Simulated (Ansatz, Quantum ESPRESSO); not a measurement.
# Band edges of Mo2COS MXene, 1 layer under strain, part 2 of 2

Aim: band edges, gap and stiffness of Mo2COS MXene, 1 layer under biaxial strain.

Quantum ESPRESSO 7.5; plane-wave DFT, PBE, GBRV ultrasoft pseudopotentials; geometry by Ansatz 0.2.0 with PAW datasets.

So far: Starting point; Geometry from Ansatz.

## Step 3: The script

Under ESM bc1 levels count from the vacuum, or from the mean of the two vacuum levels where the sheet has a dipole, so band edges at unlike strains can be compared.

Level of this step: plane-wave DFT, PBE, GBRV ultrasoft pseudopotentials (Quantum ESPRESSO 7.5).

File run.py:

```python
import json
import numpy as np
from ase import Atoms
from ase.calculators.espresso import Espresso, EspressoProfile

profile = EspressoProfile(command='mpirun -n 2 pw.x -nk 2', pseudo_dir='../pseudo')
pseudopotentials = {'C': 'c_pbe_v1.2.uspp.F.UPF', 'Mo': 'mo_pbe_v1.uspp.F.UPF', 'O': 'o_pbe_v1.2.uspp.F.UPF', 'S': 's_pbe_v1.4.uspp.F.UPF'}
system = {'ecutwfc': 40, 'ecutrho': 200, 'occupations': 'smearing', 'smearing': 'fd', 'degauss': 0.002}


def calculator(name, kpts, **extra):
    data = dict(control=dict(tprnfor=True, verbosity='high', disk_io='none'),
                system=system | extra,
                electrons=dict(conv_thr=1e-09, mixing_beta=0.4, mixing_mode='plain',
                               electron_maxstep=100))
    return Espresso(profile=profile, directory=name, pseudopotentials=pseudopotentials, kpts=kpts, input_data=data)


def centre(atoms):
    z = atoms.positions[:, 2]
    atoms.positions[:, 2] -= (z.max() + z.min()) / 2  # ESM wants the slab about z = 0
    return atoms

sheet = Atoms(
    ['S', 'Mo', 'C', 'Mo', 'O'],
    scaled_positions=[
        [0.3333333333, 0.6666666667, 0.3781939999],
        [0.6666666667, 0.3333333333, 0.4605348349],
        [0.0000000000, 0.0000000000, 0.5153505176],
        [0.3333333333, 0.6666666667, 0.5695854587],
        [0.6666666667, 0.3333333333, 0.6234028823]],
    cell=[
        [3.164000459499, 0.000000000000, 0.000000000000],
        [-1.582000229749, 2.740104775512, 0.000000000000],
        [0.000000000000, 0.000000000000, 20.151357942800]],
    pbc=True)

rows = []
for strain in [-0.03, -0.015, 0.0, 0.015, 0.03]:
    atoms = sheet.copy()
    atoms.set_cell(sheet.cell.array * [[1 + strain], [1 + strain], [1]], scale_atoms=True)
    atoms = centre(atoms)
    atoms.calc = calculator(f's{strain:+.3f}', (12, 12, 1), assume_isolated='esm', esm_bc='bc1', nbnd=26)
    energy = atoms.get_potential_energy()
    levels = np.array([atoms.calc.get_eigenvalues(kpt=i) for i in range(len(atoms.calc.get_ibz_k_points()))])
    top, bottom = levels[:, 21].max(), levels[:, 22].min()
    direct = (levels[:, 22] - levels[:, 21]).min()
    rows.append([strain, energy, top, bottom, direct])
    print(f'strain {strain:+.3f}: E = {energy:.5f} eV, valence top {top:.3f}, conduction bottom {bottom:.3f}, '
          f'gap {bottom - top:.3f}, least direct gap {direct:.3f} eV')

x, energy, top, bottom, direct = np.array(rows).T
area = np.linalg.norm(np.cross(*sheet.cell[:2]))
stiffness = np.polyfit(x, energy, 2)[0] / area * 16.0218  # C11 + C12, heights clamped
print(f'valence and conduction edges move by {np.polyfit(x, top, 1)[0]:.2f} and {np.polyfit(x, bottom, 1)[0]:.2f} eV per unit biaxial strain')
print(f'C11 + C12 with clamped heights: {stiffness:.1f} N/m')
json.dump(dict(rows=rows, stiffness=stiffness), open('result.json', 'w'))
```

On the command line:

```sh
$ OMP_NUM_THREADS=1 python run.py
```

What it wrote:

```text
strain -0.030: E = -4716.18089 eV, valence top -5.255, conduction bottom -6.400, gap -1.145, least direct gap 0.000 eV
strain -0.015: E = -4716.33712 eV, valence top -5.412, conduction bottom -6.479, gap -1.067, least direct gap 0.000 eV
strain +0.000: E = -4716.38344 eV, valence top -5.565, conduction bottom -6.547, gap -0.982, least direct gap 0.007 eV
strain +0.015: E = -4716.33224 eV, valence top -5.692, conduction bottom -6.493, gap -0.801, least direct gap 0.126 eV
strain +0.030: E = -4716.19563 eV, valence top -5.817, conduction bottom -6.454, gap -0.637, least direct gap 0.195 eV
valence and conduction edges move by -9.37 and -0.81 eV per unit biaxial strain
C11 + C12 with clamped heights: 400.8 N/m
```

Run time: 7 min. Hardware: 2 MPI ranks of Arm Neoverse V2, shared host; peak memory 0.42 GiB.

The input that ASE wrote for the first run, and its log:

```
&CONTROL
   verbosity        = 'high'
   tprnfor          = .true.
   disk_io          = 'none'
   pseudo_dir       = '../pseudo'
/
&SYSTEM
   nbnd             = 26
   ecutwfc          = 40
   ecutrho          = 200
   occupations      = 'smearing'
   degauss          = 0.002
   smearing         = 'fd'
   assume_isolated  = 'esm'
   esm_bc           = 'bc1'
   ntyp             = 4
   nat              = 5
   ibrav            = 0
/
&ELECTRONS
   electron_maxstep = 100
   conv_thr         = 1e-09
   mixing_mode      = 'plain'
   mixing_beta      = 0.4
/
&IONS
/
&CELL
/
&FCP
/
&RISM
/
ATOMIC_SPECIES
S 32.06 s_pbe_v1.4.uspp.F.UPF
Mo 95.95 mo_pbe_v1.uspp.F.UPF
C 12.011 c_pbe_v1.2.uspp.F.UPF
O 15.999 o_pbe_v1.2.uspp.F.UPF

K_POINTS automatic
12 12 1  0 0 0

CELL_PARAMETERS angstrom
3.06908044571403 0.00000000000000 0.00000000000000
-1.53454022285653 2.65790163224664 0.00000000000000
0.00000000000000 0.00000000000000 20.15135794280000

ATOMIC_POSITIONS angstrom
S -0.0000000002 1.7719344216 -2.4706459800  
Mo 1.5345402230 0.8859672107 -0.8113663406  
C 0.0000000000 0.0000000000 0.2932441024  
Mo -0.0000000002 1.7719344216 1.3861518135  
O 1.5345402230 0.8859672107 2.4706459800
```

```text
Program PWSCF v.7.5 starts
[citation notice left out]

     Parallel version (MPI & OpenMP), running on       2 processor cores
     Number of MPI processes:                 2
     Threads/MPI process:                     1

     MPI processes distributed on     1 nodes
[... 1 line left out ...]

Warning: card &CELL ignored
Warning: card &FCP ignored
Warning: card &RISM ignored

     Current dimensions of program PWSCF are:
     Max number of different atomic species (ntypx) = 10
     Max number of k-points (npk) =  40000
     Max angular momentum in pseudopotentials (lmaxx) =  4
     Message from routine setup:
     using ibrav=0 with symmetry is DISCOURAGED, use correct ibrav instead

     K-points division:     npool     =       2
     Subspace diagonalization in iterative solution of the eigenvalue problem:
     a serial algorithm will be used

     G-vector sticks info
     --------------------
     sticks:   dense  smooth     PW     G-vecs:    dense   smooth      PW
     Sum         463     367    121                52869    37923    6625

     Using Slab Decomposition

     bravais-lattice index     =            0
     lattice parameter (alat)  =       5.7997  a.u.
     unit-cell volume          =    1109.2977 (a.u.)^3
     number of atoms/cell      =            5
     number of atomic types    =            4
     number of electrons       =        44.00
     number of Kohn-Sham states=           26
     kinetic-energy cutoff     =      40.0000  Ry
     charge density cutoff     =     200.0000  Ry
     scf convergence threshold =      1.0E-09
     mixing beta               =       0.4000
     number of iterations used =            8  plain     mixing
     Exchange-correlation= SLA  PW   PBE  PBE
                           (   1   4   3   4   0   0   0)

     Effective Screening Medium Method
     =================================
     Boundary Conditions: Vacuum-Slab-Vacuum
     total charge in unit cell        =   0.0000
     grid points for fit at edges     =        4

[... 10 lines left out ...]
     PseudoPot. # 1 for S  read from file:
     ../pseudo/s_pbe_v1.4.uspp.F.UPF
     Pseudo is Ultrasoft + core correction, Zval =  6.0
     Generated by new atomic code, or converted to UPF format
     Using radial grid of  907 points,  6 beta functions with:
                l(1) =   0
                l(2) =   0
                l(3) =   1
                l(4) =   1
                l(5) =   2
                l(6) =   2
     Q(r) pseudized with  8 coefficients,  rinner =    1.300   1.300   1.300
                                                       1.300   1.300

     PseudoPot. # 2 for Mo read from file:
     ../pseudo/mo_pbe_v1.uspp.F.UPF
     Pseudo is Ultrasoft + core correction, Zval = 14.0
     Generated by new atomic code, or converted to UPF format
     Using radial grid of  889 points,  6 beta functions with:
                l(1) =   0
                l(2) =   0
[... 790 lines left out ...]

     negative rho (up, down):  3.567E-03 0.000E+00

     Forces acting on atoms (cartesian axes, Ry/au):

     atom    1 type  1   force =     0.00000000    0.00000000   -0.02763252
     atom    2 type  2   force =     0.00000000   -0.00000000   -0.01464250
     atom    3 type  3   force =     0.00000000    0.00000000    0.00132276
     atom    4 type  2   force =     0.00000000    0.00000000    0.00944680
     atom    5 type  4   force =     0.00000000    0.00000000    0.03150756
     The non-local contrib.  to forces
     atom    1 type  1   force =     0.00000000    0.00000000    0.23281670
     atom    2 type  2   force =     0.00000000    0.00000000   -0.02797753
     atom    3 type  3   force =     0.00000000    0.00000000   -0.07500385
     atom    4 type  2   force =     0.00000000    0.00000000   -0.08762286
     atom    5 type  4   force =     0.00000000    0.00000000   -1.03412114
     The ionic contribution  to forces
     atom    1 type  1   force =     0.00000000   -0.00000000  -96.37929919
     atom    2 type  2   force =    -0.00000000    0.00000000 -105.18191294
     atom    3 type  3   force =    -0.00000000    0.00000000    0.22899873
     atom    4 type  2   force =     0.00000000   -0.00000000  109.65260783
     atom    5 type  4   force =    -0.00000000    0.00000000   91.67960557
     The local contribution  to forces
     atom    1 type  1   force =     0.00000000   -0.00000000   96.13056407
     atom    2 type  2   force =    -0.00000002    0.00000001  105.19464554
     atom    3 type  3   force =    -0.00000000    0.00000000   -0.15352413
     atom    4 type  2   force =     0.00000003   -0.00000001 -109.56111010
     atom    5 type  4   force =    -0.00000001    0.00000000  -90.61931104
     The core correction contribution to forces
     atom    1 type  1   force =    -0.00000000    0.00000000   -0.01162634
     atom    2 type  2   force =     0.00000000   -0.00000000    0.00073904
     atom    3 type  3   force =    -0.00000000    0.00000000    0.00085298
     atom    4 type  2   force =    -0.00000000    0.00000000    0.00559140
     atom    5 type  4   force =    -0.00000000    0.00000000    0.00535141
     The Hubbard contrib.    to forces
     atom    1 type  1   force =     0.00000000    0.00000000    0.00000000
     atom    2 type  2   force =     0.00000000    0.00000000    0.00000000
     atom    3 type  3   force =     0.00000000    0.00000000    0.00000000
     atom    4 type  2   force =     0.00000000    0.00000000    0.00000000
     atom    5 type  4   force =     0.00000000    0.00000000    0.00000000
     The SCF correction term to forces
     atom    1 type  1   force =     0.00000000    0.00000000   -0.00008776
     atom    2 type  2   force =    -0.00000000   -0.00000000   -0.00013660
     atom    3 type  3   force =     0.00000000    0.00000000   -0.00000097
     atom    4 type  2   force =     0.00000000   -0.00000000   -0.00001947
     atom    5 type  4   force =    -0.00000000   -0.00000000   -0.00001724

     Total force =     0.045406     Total SCF correction =     0.000164
     Message from routine punch:
     Nothing written, as per user request (disk_io='none')

[... 1 line left out ...]

[... 1 line left out ...]

[... 1 line left out ...]

[... 3 lines left out ...]

[... 1 line left out ...]

[... 2 lines left out ...]

[... 1 line left out ...]

[... 1 line left out ...]

=------------------------------------------------------------------------------=
   JOB DONE.
=------------------------------------------------------------------------------=
```

This step gave:

| Item | Value |
| --- | --- |
| biaxial stiffness | 400.8 N/m |

The band edge from the vacuum level by biaxial strain:

```csv
biaxial strain (%),valence top (eV),conduction bottom (eV)
-3.00,-5.25,-6.40
-1.50,-5.41,-6.48
0.00,-5.56,-6.55
1.50,-5.69,-6.49
3.00,-5.82,-6.45
```

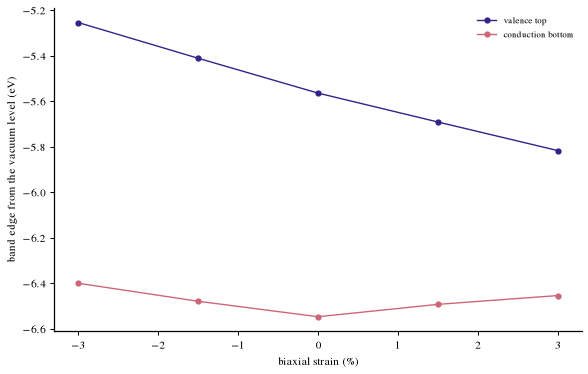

Band edge from the vacuum level, plotted against biaxial strain.

Gap against biaxial strain:

```csv
biaxial strain (%),on the mesh (eV),least direct (eV)
-3.00,-1.15,0
-1.50,-1.07,0
0.00,-0.982,0.0072
1.50,-0.801,0.126
3.00,-0.637,0.195
```

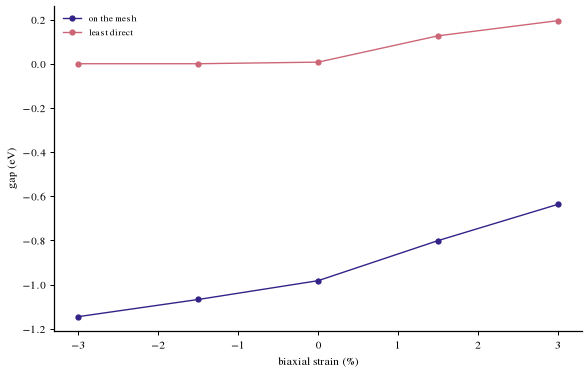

Gap, plotted against biaxial strain.

The energy over the lowest by biaxial strain:

```csv
biaxial strain (%),energy over the lowest (meV)
-3.00,203
-1.50,46.3
0.00,0
1.50,51.2
3.00,188
```

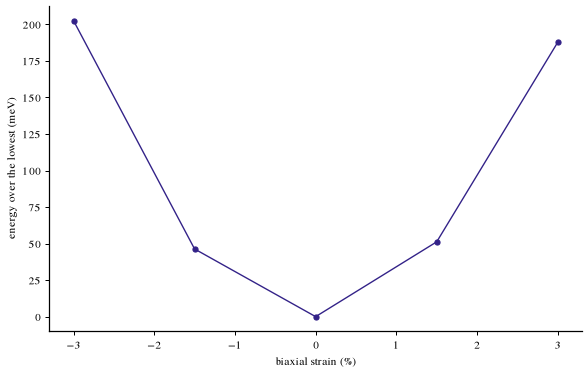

Energy over the lowest, plotted against biaxial strain.

## Step 4: The script: vdW-DF-cx, GBRV ultrasoft

Level of this step: plane-wave DFT, vdW-DF-cx, GBRV ultrasoft pseudopotentials made under PBE (Quantum ESPRESSO 7.5). input_dft overrides the functional of the files.

run.py is the input of step 3 with these lines changed:

```diff
@@ -7,3 +7,3 @@
 pseudopotentials = {'C': 'c_pbe_v1.2.uspp.F.UPF', 'Mo': 'mo_pbe_v1.uspp.F.UPF', 'O': 'o_pbe_v1.2.uspp.F.UPF', 'S': 's_pbe_v1.4.uspp.F.UPF'}
-system = {'ecutwfc': 40, 'ecutrho': 200, 'occupations': 'smearing', 'smearing': 'fd', 'degauss': 0.002}
+system = {'ecutwfc': 40, 'ecutrho': 200, 'input_dft': 'vdw-df-cx', 'occupations': 'smearing', 'smearing': 'fd', 'degauss': 0.002}
```

On the command line:

```sh
$ OMP_NUM_THREADS=1 python run.py
```

What it wrote:

```text
strain -0.030: E = -4714.88672 eV, valence top -5.390, conduction bottom -6.521, gap -1.131, least direct gap 0.000 eV
strain -0.015: E = -4714.98449 eV, valence top -5.549, conduction bottom -6.598, gap -1.049, least direct gap 0.000 eV
strain +0.000: E = -4714.97415 eV, valence top -5.698, conduction bottom -6.670, gap -0.972, least direct gap 0.000 eV
strain +0.015: E = -4714.86746 eV, valence top -5.822, conduction bottom -6.622, gap -0.800, least direct gap 0.110 eV
strain +0.030: E = -4714.67694 eV, valence top -5.948, conduction bottom -6.583, gap -0.635, least direct gap 0.195 eV
valence and conduction edges move by -9.26 and -0.98 eV per unit biaxial strain
C11 + C12 with clamped heights: 394.8 N/m
```

Wall time 9.8 min (2 MPI ranks); peak memory 0.45 GiB.

Read from the output:

* biaxial stiffness: 394.8 N/m

The band edge from the vacuum level by biaxial strain:

```csv
biaxial strain (%),valence top (eV),conduction bottom (eV)
-3.00,-5.39,-6.52
-1.50,-5.55,-6.60
0.00,-5.70,-6.67
1.50,-5.82,-6.62
3.00,-5.95,-6.58
```

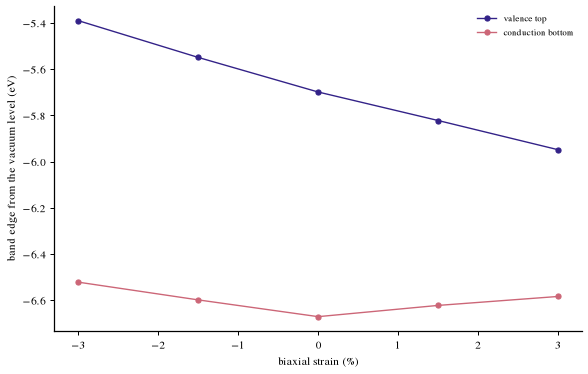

Band edge from the vacuum level, plotted against biaxial strain.

Table of gap by biaxial strain:

```csv
biaxial strain (%),on the mesh (eV),least direct (eV)
-3.00,-1.13,0
-1.50,-1.05,0
0.00,-0.972,0
1.50,-0.800,0.110
3.00,-0.635,0.195
```

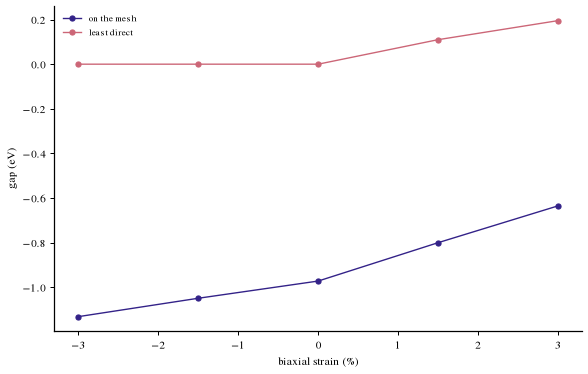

Gap against biaxial strain.

The energy over the lowest by biaxial strain:

```csv
biaxial strain (%),energy over the lowest (meV)
-3.00,97.8
-1.50,0
0.00,10.3
1.50,117
3.00,308
```

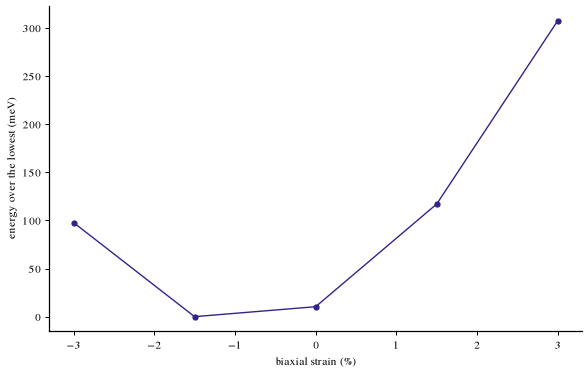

Energy over the lowest against biaxial strain.

## Step 5: By hand

Under equal strain ε in the plane, E = A (C11 + C12) ε². From the points at ±1.5 %: d²E/dε² = (46.31 + 51.20 − 2 × 0.00) meV / 0.015² = 433 eV, and 433/(2 × 8.670 Å²) × 16.02 = 400 N/m.

## Step 6: What came out

```yaml
c11_c12_heights_clamped_pbe_gbrv_ultrasoft: 401 N/m
c11_c12_heights_clamped_vdw_df_cx_gbrv_ultrasoft_made_under_pbe: 395 N/m
```

The sheet's biaxial stiffness comes to 401 N/m (PBE, GBRV ultrasoft). The bands overlap at every strain: the sheet is a metal, and edges by band count are no gaps. Heights are clamped under strain, which makes a sheet with several atomic planes too stiff. Zero strain is the PBE cell; under vdW-DF-cx the energy is lowest near -0.8 %, so its stiffness is taken away from its own minimum. Semilocal gaps are too small. The sheet carries a dipole, so the two faces have unlike vacuum levels and the zero lies between them. Spin-orbit coupling is left out; depending on the atoms that carry the levels of interest, it can split and shift them by tens to hundreds of meV.

[Logs are printed without paths, hosts, clocks, repeated set-up lines and the standing remarks that a program may print on its own settings, such as how far it seeks lower states.]

[Hosts, paths, dates, database ids (printed as entryN), source tags and the programs' standing remarks are cut or masked in the printed files.]

[Maps of the electrostatic potential energy from Ansatz leave out the sawtooth potential of an applied field or a dipole correction, so their vacuum need not be flat; planar profiles and work functions include it.]
